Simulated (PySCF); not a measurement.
```xyz
13

C     2.8511    1.9458   -1.1926
C     2.1185    1.2070   -0.5917
Si    1.1522   -0.0374    0.3835
O     1.6620   -0.1374    1.9109
O     0.9865   -1.5677   -0.3355
C    -0.3567   -1.3492   -0.6181
C    -0.6897   -0.1535   -0.1418
C    -1.9335    0.6470   -0.1528
H     1.8406   -0.9843    2.3159
H    -0.8849   -2.1344   -1.1277
H    -2.7531    0.0576   -0.5614
H    -1.8033    1.5411   -0.7619
H    -2.1941    0.9659    0.8555
```

Geometry: GFN2-xTB.

Level of theory: PySCF 2.14.0, density-fitted response routines, UKS B3LYP, pcH-1 on C H O Si, non-relativistic, mean-field spin-orbit, GIAO.

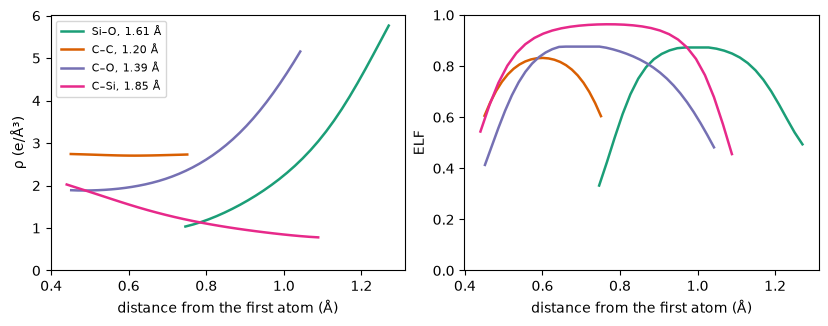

C5H5O2Si (doublet). Electron density and ELF along straight lines between neighbouring atoms. The curves leave out the atomic cores.

What kind of bonding do the profiles show?

Answer. Si–O (1.61 Å): ρ at the midpoint is about 1.2 e/Å³; the ELF peaks at about 0.85 between the atoms: a short, strongly polar bond.
C–C (1.20 Å): ρ at the midpoint is about 2.7 e/Å³; the ELF peaks at about 0.85 between the atoms (a short, multiple covalent bond).
C–O (1.39 Å): ρ at the midpoint is about 2.2 e/Å³, with its minimum of 1.9 e/Å³ about 0.5 Å from C; the ELF peaks at about 0.90 between the atoms; a polar covalent bond.
C–Si (1.85 Å): ρ is about 0.93 e/Å³ halfway; the ELF peaks at about 0.95 between the atoms; a covalent bond.
